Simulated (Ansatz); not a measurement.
# ClFH7NSi (built from SMILES F.N.[SiH3]Cl): search for a transition state

Wanted: the transition state of a ligand exchange through a proton shuttle (form Si1–F7, H6–N9, Cl2–H8 and break Si1–Cl2, H6–F7, H8–N9). The guess is relaxed with those distances held, a saddle search follows, and vibrations and two downhill relaxations check it.

Program: Ansatz 0.2.0, Gaussian basis. Level of theory: PBE0-D4, def2-SVP first, then def2-TZVP. These are calculated values, not measurements.

### Step 1. Where the work starts

The guess: 11 atoms, charge 0, spin multiplicity 1.

Atoms are counted from 1 here; the program's logs count them from 0.

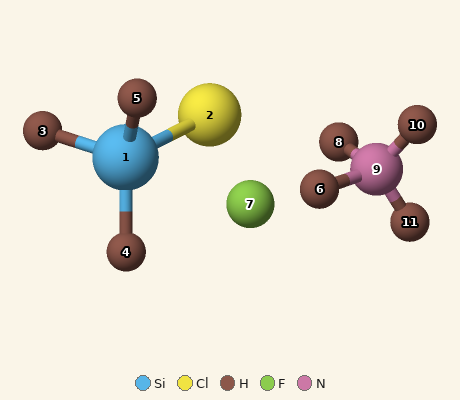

Start geometry, drawn with silicon blue, chlorine yellow, hydrogen brown, fluorine green, nitrogen pink; atoms are numbered from 1 in the order of the file.

As a file:

```xyz
11
ClFH7NSi
Si   -0.9535    0.4408   -1.6016
Cl    0.7440   -0.7356   -1.3695
H    -1.0826    0.3107   -3.0716
H    -2.0536   -0.3218   -1.0503
H    -0.5343    1.8069   -1.3721
H     0.0449    0.1606    1.2762
F    -0.9021    0.7571    0.7266
H     1.2742   -0.8088    0.6551
N     0.9975   -0.4739    1.5944
H     1.7163    0.1078    2.0084
H     0.7492   -1.2437    2.2045
```

Distances that are to change: Si1–F7 2.35 Å, H6–N9 1.19 Å, Cl2–H8 2.09 Å, Si1–Cl2 2.08 Å, H6–F7 1.25 Å, H8–N9 1.03 Å.

### Step 2. Relaxing the guess with the reacting distances held

Input file hold/in.yaml:

```yaml
crystal:
  periodic: [false, false, false]
  atoms:
    - {symbol: Si, position_ang: [-0.953500, 0.440800, -1.601600]}
    - {symbol: Cl, position_ang: [0.744000, -0.735600, -1.369500]}
    - {symbol: H, position_ang: [-1.082600, 0.310700, -3.071600]}
    - {symbol: H, position_ang: [-2.053600, -0.321800, -1.050300]}
    - {symbol: H, position_ang: [-0.534300, 1.806900, -1.372100]}
    - {symbol: H, position_ang: [0.044900, 0.160600, 1.276200]}
    - {symbol: F, position_ang: [-0.902100, 0.757100, 0.726600]}
    - {symbol: H, position_ang: [1.274200, -0.808800, 0.655100]}
    - {symbol: N, position_ang: [0.997500, -0.473900, 1.594400]}
    - {symbol: H, position_ang: [1.716300, 0.107800, 2.008400]}
    - {symbol: H, position_ang: [0.749200, -1.243700, 2.204500]}
basis:
  gaussian: {orbitals: def2-SVP}
hamiltonian: {xc: pbe0, dispersion: d4}
relax: {f_tol: 0.04, max_steps: 150, escape_saddle: false, constraints: [{distance: [0, 6]}, {distance: [5, 8]}, {distance: [1, 7]}, {distance: [0, 1]}, {distance: [5, 6]}, {distance: [7, 8]}]}
```

Started as:

```sh
$ ansatz run in.yaml --threads 4 --pin off --events-out ev --progress --plain --max-ram 9574MiB
```

The log of the run (excerpt; [...] marks lines left out):

```text
Functional definition: PBE0
  name "PBE0"
  cite "Adamo & Barone, J. Chem. Phys. 110, 6158 (1999) doi:10.1063/1.478522"
  cite "Perdew, Burke & Ernzerhof, Phys. Rev. Lett. 77, 3865 (1996) doi:10.1103/PhysRevLett.77.3865"
  parent pbe
[...]
1031 factors; integrals over basis functions are off by at most 4.7e-4 eV
[...]
mean field -24700.63742140 eV, -907.7316825429 hartree, gradient 2.2e-5 eV, S^2 0.000000; 0 other end points of the search recorded, 0 dependent functions left out
[...]
reference -24700.63744789 eV, -907.7316835167 hartree; 27, 27 occupied and 72, 72 virtual orbitals, 1031 factors
relax step   1: F+E_penalty+E_count = -24700.80188471 eV  Δ(F+E_penalty+E_count) = +0.000e0 eV  max|allowed force component| = 7.672e-1 eV/Å  Δτ_max = 0.0000 Å  (25 SCF iters, accepted)
[...]
relax step   3: F+E_penalty+E_count = -24700.89858720 eV  Δ(F+E_penalty+E_count) = -2.097e-2 eV  max|allowed force component| = 5.731e-2 eV/Å  Δτ_max = 0.0477 Å  (28 SCF iters, accepted)
[...]
relax step   4: F+E_penalty+E_count = -24700.90375185 eV  Δ(F+E_penalty+E_count) = -5.165e-3 eV  max|allowed force component| = 1.532e-2 eV/Å  Δτ_max = 0.0398 Å  (27 SCF iters, accepted)
  distance Si 0 - F 6 held at 2.350150 Å   reaction = +2.9501e-1 eV/Å
  distance H 5 - N 8 held at 1.187977 Å   reaction = -4.6766e-1 eV/Å
  distance Cl 1 - H 7 held at 2.094153 Å   reaction = -3.3306e-1 eV/Å
  distance Si 0 - Cl 1 held at 2.078291 Å   reaction = -1.0232e0 eV/Å
  distance H 5 - F 6 held at 1.246869 Å   reaction = +1.2099e0 eV/Å
  distance H 7 - N 8 held at 1.034894 Å   reaction = -7.5882e-2 eV/Å
1031 factors; integrals over basis functions are off by at most 6.4e-4 eV
mean field -24700.74073627 eV, -907.7354792947 hartree, gradient 1.1e-5 eV, S^2 0.000000; 1 other end points of the search recorded, 0 dependent functions left out
[...]
reference -24700.74076313 eV, -907.7354802817 hartree; 27, 27 occupied and 72, 72 virtual orbitals, 1031 factors
Total energy: -24700.90377871 eV, -907.7414709936 hartree
Atom 0 at    -0.923498     0.418181    -1.612426 Å, force    -0.834139     0.619078     0.160125 eV/Å
Atom 1 at     0.774068    -0.756144    -1.370505 Å, force     0.755559    -0.567573    -0.195432 eV/Å
Atom 2 at    -1.031514     0.269298    -3.108953 Å, force    -0.005354     0.005381     0.009782 eV/Å
Atom 3 at    -2.151452    -0.230576    -1.092607 Å, force     0.001976     0.004202    -0.007263 eV/Å
Atom 4 at    -0.658542     1.862873    -1.408531 Å, force    -0.004269    -0.004540    -0.006051 eV/Å
Atom 5 at     0.046085     0.168909     1.339504 Å, force    -1.262671     0.798498    -0.707881 eV/Å
Atom 6 at    -0.873726     0.734299     0.715834 Å, force     0.901612    -0.600958     0.301339 eV/Å
Atom 7 at     1.246083    -0.789692     0.669483 Å, force     0.089645    -0.025177     0.263836 eV/Å
Atom 8 at     1.003452    -0.474039     1.624731 Å, force     0.365173    -0.232369     0.196009 eV/Å
Atom 9 at     1.766308     0.071250     2.021869 Å, force    -0.002155     0.004305    -0.007503 eV/Å
Atom 10 at     0.802735    -1.274260     2.221702 Å, force    -0.005376    -0.000848    -0.006963 eV/Å
Dipole moment:     0.778663    -0.425624     0.883598 e Å
```

It took 6.5 s on 4 threads of Arm Neoverse V2, shared host; peak memory 0.21 GiB.

Along the way:

```
step  energy from step 1 (eV)  largest force component (eV/Å)
   1                   0.0000                          0.7672
   2                  -0.0757                          0.1802
   3                  -0.0967                          0.0573
   4                  -0.1019                          0.0153
```

Distances of close pairs at the start and the end, largest changes first:

```
   bond  before (Å)  after (Å)  change (Å)
 Si1–H5       1.447      1.483      +0.036
 Si1–H4       1.448      1.483      +0.035
 Si1–H3       1.481      1.508      +0.026
 N9–H10       1.013      1.018      +0.005
 N9–H11       1.013      1.018      +0.005
Si1–Cl2       2.078      2.078      -0.000
  H8–N9       1.035      1.035      -0.000
  H6–N9       1.188      1.188      +0.000
```

### Step 3. A starting Hessian

Input file hessian/in.yaml:

```yaml
crystal:
  periodic: [false, false, false]
  atoms:
    - {symbol: Si, position_ang: [-0.923498, 0.418181, -1.612426]}
    - {symbol: Cl, position_ang: [0.774068, -0.756144, -1.370505]}
    - {symbol: H, position_ang: [-1.031514, 0.269298, -3.108953]}
    - {symbol: H, position_ang: [-2.151452, -0.230576, -1.092607]}
    - {symbol: H, position_ang: [-0.658542, 1.862873, -1.408531]}
    - {symbol: H, position_ang: [0.046085, 0.168909, 1.339504]}
    - {symbol: F, position_ang: [-0.873726, 0.734299, 0.715834]}
    - {symbol: H, position_ang: [1.246083, -0.789692, 0.669483]}
    - {symbol: N, position_ang: [1.003452, -0.474039, 1.624731]}
    - {symbol: H, position_ang: [1.766308, 0.071250, 2.021869]}
    - {symbol: H, position_ang: [0.802735, -1.274260, 2.221702]}
basis:
  gaussian: {orbitals: def2-SVP}
hamiltonian: {xc: pbe0, dispersion: d4}
phonons: {}
scf: {lower_state_search: off}
```

Started as:

```sh
$ ansatz run in.yaml --threads 4 --pin off --events-out ev --progress --plain --max-ram 9574MiB
```

The log of the run (excerpt; [...] marks lines left out):

```text
[... 5 set-up lines as earlier in the session ...]
[...]
1033 factors; integrals over basis functions are off by at most 4.3e-4 eV
[...]
mean field -24700.74073454 eV, -907.7354792309 hartree, gradient 5.2e-6 eV, S^2 0.000000; 0 other end points of the search recorded, 0 dependent functions left out
[...]
reference -24700.74076138 eV, -907.7354802171 hartree; 27, 27 occupied and 72, 72 virtual orbitals, 1033 factors
[... from here to the last solve, the lines of the solves are left out (65 solves) ...]
1033 factors; integrals over basis functions are off by at most 4.3e-4 eV
mean field -24700.74067893 eV, -907.7354771875 hartree, gradient 1.2e-6 eV, S^2 0.000000; 0 other end points of the search recorded, 0 dependent functions left out
[...]
reference -24700.74070577 eV, -907.7354781735 hartree; 27, 27 occupied and 72, 72 virtual orbitals, 1033 factors
[...]
WARN: phonons: 3 modes above zero are rigid motions of the cell's bodies and no vibrations: the zero-point energy, free energy, entropy and heat capacity leave them out. With what each would have added to F at 1000 K, by the weight of its row in the mesh: 0.00 cm⁻¹ (-1.108 eV; rigid [...]
WARN: phonons: modes at or below zero, which the zero-point energy, F, S and C_V leave out: 2, the lowest at -239.12 cm⁻¹. A minimum has none, and a first-order saddle one
[...]
Atom 2 at    -1.031514     0.269298    -3.108953 Å, force    -0.005352     0.005381     0.009789 eV/Å
Atom 3 at    -2.151452    -0.230576    -1.092607 Å, force     0.001983     0.004205    -0.007271 eV/Å
Atom 4 at    -0.658542     1.862873    -1.408531 Å, force    -0.004268    -0.004535    -0.006051 eV/Å
Atom 5 at     0.046085     0.168909     1.339504 Å, force    -1.262669     0.798499    -0.707886 eV/Å
Atom 6 at    -0.873726     0.734299     0.715834 Å, force     0.901612    -0.600956     0.301341 eV/Å
Atom 7 at     1.246083    -0.789692     0.669483 Å, force     0.089642    -0.025176     0.263845 eV/Å
Atom 8 at     1.003452    -0.474039     1.624731 Å, force     0.365170    -0.232359     0.195992 eV/Å
Atom 9 at     1.766308     0.071250     2.021869 Å, force    -0.002153     0.004307    -0.007501 eV/Å
Atom 10 at     0.802735    -1.274260     2.221702 Å, force    -0.005376    -0.000860    -0.006958 eV/Å
Dipole moment:     0.778663    -0.425624     0.883598 e Å
Vibrations: -239.12 -86.18 147.49 153.11 254.63 361.54 405.42 483.68 514.82 559.52 635.69 656.17 869.79 979.37 1003.34 1026.23 1355.82 1518.11 1546.61 1635.78 1785.18 2155.57 2264.82 2297.91 3329.36 3579.12 3659.88 cm⁻¹, zero-point energy 2.056834 eV
Checks for a lower state left out: stability, starts, cluster_reference, orbital_swaps, neighbouring_geometries, increment
```

Run time: 45 s. Hardware: 4 threads of Arm Neoverse V2, shared host; peak memory 0.19 GiB.

The structure is not stationary yet, so these wavenumbers are no spectrum; the search needs only the force constants.

### Step 4. Saddle search in the small basis

The search itself is an outer loop (partitioned rational-function steps, Bofill update of the Hessian). Each step is one single-point run with forces. It stops when the largest force is under 0.04 eV/Å and the followed curvature is negative. The first step's input:

Input file presaddle/in.yaml:

```yaml
crystal:
  periodic: [false, false, false]
  atoms:
    - {symbol: Si, position_ang: [-0.923498, 0.418181, -1.612426]}
    - {symbol: Cl, position_ang: [0.774068, -0.756144, -1.370505]}
    - {symbol: H, position_ang: [-1.031514, 0.269298, -3.108953]}
    - {symbol: H, position_ang: [-2.151452, -0.230576, -1.092607]}
    - {symbol: H, position_ang: [-0.658542, 1.862873, -1.408531]}
    - {symbol: H, position_ang: [0.046085, 0.168909, 1.339504]}
    - {symbol: F, position_ang: [-0.873726, 0.734299, 0.715834]}
    - {symbol: H, position_ang: [1.246083, -0.789692, 0.669483]}
    - {symbol: N, position_ang: [1.003452, -0.474039, 1.624731]}
    - {symbol: H, position_ang: [1.766308, 0.071250, 2.021869]}
    - {symbol: H, position_ang: [0.802735, -1.274260, 2.221702]}
basis:
  gaussian: {orbitals: def2-SVP}
hamiltonian: {xc: pbe0, dispersion: d4}
output: {forces: true}
scf: {lower_state_search: off}
```

Started as:

```sh
$ ansatz run in.yaml --threads 4 --pin off --events-out ev --progress --plain --max-ram 9574MiB
```

The driver's record:

```
step   energy (eV)  largest force (eV/Å)  followed curvature (eV/Å²)
   1  -24700.90376                1.2627                       -2.31
   2  -24701.04976                0.6537                       -2.45
   3  -24701.02517                0.9225                       -1.47
   4  -24700.99220                1.0300                        0.33
   5  -24700.98229                0.9973                       -0.42
   6  -24701.00780                0.6773                       -1.94
   7  -24701.03696                0.5847                       -2.20
   8  -24701.07330                0.3897                       -2.09
   9  -24701.09229                0.5569                       -2.09
  10  -24701.14582                0.4431                       -2.15
  11  -24701.09094                2.4195                       -1.37
  12  -24701.20386                0.5615                       -6.71
  13  -24701.23535                0.4673                       -6.69
  14  -24701.27672                0.3403                       -6.69
  15  -24701.31328                0.4794                       -6.67
  16  -24701.28412                0.8458                       -6.67
  17  -24701.33143                0.2631                       -6.68
  18  -24701.33473                0.2732                       -6.67
  19  -24701.33939                0.1778                       -6.67
  20  -24701.33690                0.2802                       -6.68
  21  -24701.34078                0.0400                       -6.69
  22  -24701.34106                0.0595                       -6.69
  23  -24701.34124                0.0933                       -6.69
  24  -24701.34107                0.1262                       -6.68
  25  -24701.34122                0.0895                       -6.66
  26  -24701.34171                0.0383                       -6.61
```

The 26 steps took 18 s in all (4 threads of Arm Neoverse V2, shared host).

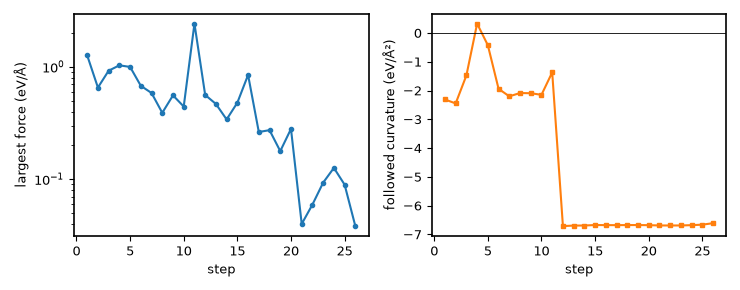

Largest force and followed curvature during the search.

### Step 5. Saddle search in triple zeta

A small driver takes partitioned rational-function steps: uphill along one mode, downhill along the rest. It calls the program once a step for energy and forces and updates the Hessian by Bofill's formula. It stops when the largest force is under 0.01 eV/Å and the followed curvature is negative. The first step's input:

Input file saddle/in.yaml:

```yaml
crystal:
  periodic: [false, false, false]
  atoms:
    - {symbol: Si, position_ang: [-0.970276, 0.381179, -1.839104]}
    - {symbol: Cl, position_ang: [0.609163, -0.959814, -1.519217]}
    - {symbol: H, position_ang: [-1.171926, 0.339842, -3.319059]}
    - {symbol: H, position_ang: [-2.194238, -0.118970, -1.172790]}
    - {symbol: H, position_ang: [-0.548085, 1.746603, -1.450095]}
    - {symbol: H, position_ang: [-0.189743, 0.338676, 1.341121]}
    - {symbol: F, position_ang: [-0.955373, 0.780166, 0.933193]}
    - {symbol: H, position_ang: [1.546344, -0.605948, 0.821742]}
    - {symbol: N, position_ang: [1.124525, -0.470798, 1.741439]}
    - {symbol: H, position_ang: [1.815716, -0.032547, 2.347104]}
    - {symbol: H, position_ang: [0.933894, -1.398288, 2.115766]}
basis:
  gaussian: {orbitals: def2-TZVP}
hamiltonian: {xc: pbe0, dispersion: d4}
output: {forces: true}
scf: {lower_state_search: off}
```

Started as:

```sh
$ ansatz run in.yaml --threads 4 --pin off --events-out ev --progress --plain --max-ram 9574MiB
```

The driver's record:

| step | energy (eV) | largest force (eV/Å) | followed curvature (eV/Å²) |
| --- | --- | --- | --- |
| 1 | -24713.83951 | 0.2473 | -6.61 |
| 2 | -24713.85571 | 0.3779 | -6.62 |
| 3 | -24713.85966 | 0.1127 | -6.62 |
| 4 | -24713.86099 | 0.2817 | -6.62 |
| 5 | -24713.85195 | 0.6934 | -6.62 |
| 6 | -24713.84783 | 0.7648 | -6.62 |
| 7 | -24713.85576 | 0.4711 | -6.65 |
| 8 | -24713.85846 | 0.0970 | -6.65 |
| 9 | -24713.85953 | 0.1004 | -6.67 |
| 10 | -24713.86013 | 0.0443 | -6.49 |
| 11 | -24713.86007 | 0.1235 | -6.47 |
| 14 | -24713.86255 | 0.0532 | -6.36 |
| 17 | -24713.86412 | 0.0664 | -6.32 |
| 20 | -24713.86533 | 0.0664 | -6.31 |
| 23 | -24713.86598 | 0.0279 | -6.29 |
| 26 | -24713.86615 | 0.0487 | -6.30 |
| 29 | -24713.86629 | 0.0278 | -6.35 |
| 32 | -24713.86667 | 0.0206 | -6.36 |
| 35 | -24713.86727 | 0.0310 | -6.35 |
| 38 | -24713.86776 | 0.0445 | -6.34 |
| 39 | -24713.86784 | 0.0594 | -6.33 |
| 40 | -24713.86793 | 0.0437 | -6.33 |
| 41 | -24713.86798 | 0.0376 | -6.33 |
| 42 | -24713.86802 | 0.0246 | -6.32 |
| 43 | -24713.86804 | 0.0132 | -6.31 |
| 44 | -24713.86805 | 0.0143 | -6.30 |
| 45 | -24713.86807 | 0.0051 | -6.29 |

The 45 steps took 61 s in all (4 threads of Arm Neoverse V2, shared host).

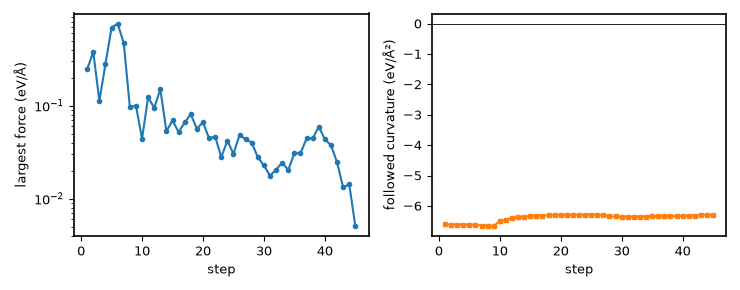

Largest force and followed curvature during the search.

The point found:

```xyz
11
ClFH7NSi
Si   -0.9828    0.4170   -1.9368
Cl    0.5631   -0.9381   -1.6455
H    -1.1709    0.4685   -3.4084
H    -2.2040   -0.0986   -1.2916
H    -0.5580    1.7400   -1.4422
H    -0.1950    0.2441    1.3917
F    -1.0033    0.6681    1.0493
H     1.4842   -0.8800    0.9085
N     1.1560   -0.4917    1.7860
H     1.8741    0.1241    2.1466
H     1.0364   -1.2531    2.4425
```

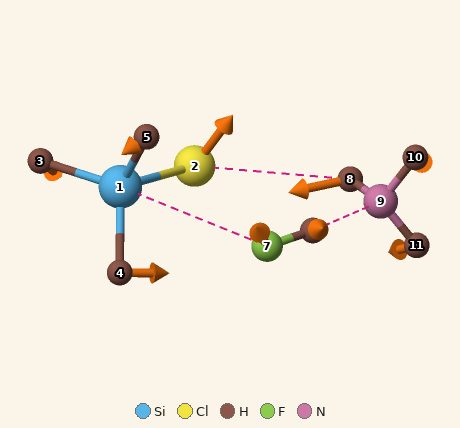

The point found; broken lines mark the pairs that react, arrows the followed mode.

### Step 6. Vibrations at the point found

Input file vib/in.yaml:

```yaml
crystal:
  periodic: [false, false, false]
  atoms:
    - {symbol: Si, position_ang: [-0.982775, 0.416991, -1.936792]}
    - {symbol: Cl, position_ang: [0.563081, -0.938142, -1.645546]}
    - {symbol: H, position_ang: [-1.170889, 0.468508, -3.408400]}
    - {symbol: H, position_ang: [-2.203996, -0.098643, -1.291570]}
    - {symbol: H, position_ang: [-0.557964, 1.739972, -1.442203]}
    - {symbol: H, position_ang: [-0.194969, 0.244069, 1.391695]}
    - {symbol: F, position_ang: [-1.003306, 0.668079, 1.049289]}
    - {symbol: H, position_ang: [1.484248, -0.879973, 0.908527]}
    - {symbol: N, position_ang: [1.156017, -0.491702, 1.785989]}
    - {symbol: H, position_ang: [1.874133, 0.124089, 2.146626]}
    - {symbol: H, position_ang: [1.036421, -1.253147, 2.442485]}
basis:
  gaussian: {orbitals: def2-TZVP}
hamiltonian: {xc: pbe0, dispersion: d4}
phonons: {temperatures: {t_min: 298.15, t_max: 900, t_step: 200}}
```

Started as:

```sh
$ ansatz run in.yaml --threads 4 --pin off --events-out ev --progress --plain --max-ram 9574MiB
```

The log of the run (excerpt; [...] marks lines left out):

```text
[... 5 set-up lines as earlier in the session ...]
[...]
1155 factors; their error is unknown
[...]
mean field -24713.72326420 eV, -908.2125783960 hartree, gradient 4.2e-5 eV, S^2 0.000000; 0 other end points of the search recorded, 0 dependent functions left out
[...]
reference -24713.72329713 eV, -908.2125796062 hartree; 27, 27 occupied and 151, 151 virtual orbitals, 1155 factors
[... from here to the last solve, the lines of the solves are left out (65 solves) ...]
1155 factors; their error is unknown
mean field -24713.72318821 eV, -908.2125756036 hartree, gradient 1.2e-6 eV, S^2 0.000000; 0 other end points of the search recorded, 0 dependent functions left out
[...]
Atom 4 at    -0.557964     1.739972    -1.442203 Å, force     0.000032     0.001342    -0.000763 eV/Å
Atom 5 at    -0.194969     0.244069     1.391695 Å, force     0.000413    -0.000179    -0.001215 eV/Å
Atom 6 at    -1.003306     0.668079     1.049289 Å, force     0.004399    -0.002162     0.003302 eV/Å
Atom 7 at     1.484248    -0.879973     0.908527 Å, force     0.002932    -0.003826    -0.004618 eV/Å
Atom 8 at     1.156017    -0.491702     1.785989 Å, force    -0.004408     0.003362     0.005067 eV/Å
Atom 9 at     1.874133     0.124089     2.146626 Å, force    -0.000425     0.000460     0.002445 eV/Å
Atom 10 at     1.036421    -1.253147     2.442485 Å, force    -0.001280     0.001755    -0.001897 eV/Å
Dipole moment:     0.560964    -0.215759     0.338467 e Å
Vibrations: 12.61 50.99 63.35 92.54 107.90 219.67 300.50 326.64 344.62 525.57 643.52 649.01 923.26 938.85 962.31 1091.45 1113.47 1143.36 1656.17 1664.19 2235.49 2281.28 2300.11 3014.41 3500.81 3621.76 3636.91 cm⁻¹, zero-point energy 2.071822 eV
```

It took 87 s on 4 threads of Arm Neoverse V2, shared host; peak memory 0.43 GiB.

The modes, with what each moves most:

```csv
mode,wavenumber (cm⁻¹),character
1,13,"not assigned (largely outside the bonds, angles and torsions drawn)"
2,51,"not assigned (largely outside the bonds, angles and torsions drawn)"
3,63,"not assigned (largely outside the bonds, angles and torsions drawn)"
4,93,"not assigned (largely outside the bonds, angles and torsions drawn)"
5,108,"not assigned (largely outside the bonds, angles and torsions drawn)"
6,220,"not assigned (largely outside the bonds, angles and torsions drawn)"
7,300,"not assigned (largely outside the bonds, angles and torsions drawn)"
8,327,"not assigned (largely outside the bonds, angles and torsions drawn)"
9,345,"not assigned (largely outside the bonds, angles and torsions drawn)"
10,526,Si–Cl stretch
11,644,bend
12,649,bend
13,923,bend
14,939,bend
15,962,bend
16,1091,"not assigned (largely outside the bonds, angles and torsions drawn)"
17,1113,"not assigned (largely outside the bonds, angles and torsions drawn)"
18,1143,bend
19,1656,bend
20,1664,bend
21,2235,Si–H stretch
22,2281,Si–H stretch
23,2300,Si–H stretch
24,3014,F–H stretch
25,3501,N–H stretch
26,3622,N–H stretch
27,3637,N–H stretch
```

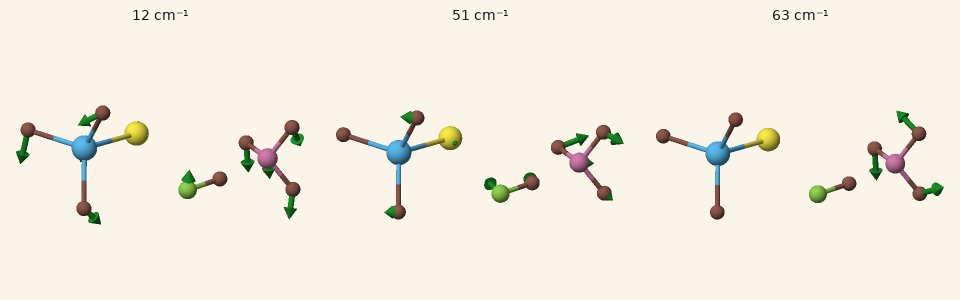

How the atoms move in 3 of the modes.

Vibrational sums (real modes only):

```
T (K)  entropy (J/mol/K)  heat capacity (J/mol/K)
  298              131.1                     91.3
  498              185.7                    122.1
  698              230.6                    143.8
  898              268.8                    160.0
```

Modes under 50 cm⁻¹ weigh heavily in the entropy, and the harmonic picture is poor for them.

### Step 7. Summary of results

```
                  quantity    value
           imaginary modes        0
         lowest wavenumber  13 cm⁻¹
 Si1–F7 at the point found  2.997 Å
  H6–N9 at the point found  1.588 Å
 Cl2–H8 at the point found  2.716 Å
Si1–Cl2 at the point found  2.076 Å
  H6–F7 at the point found  0.975 Å
  H8–N9 at the point found  1.014 Å
```

What this shows: A transition state has exactly one imaginary mode. This point has none beyond numerical noise, so it is no saddle.
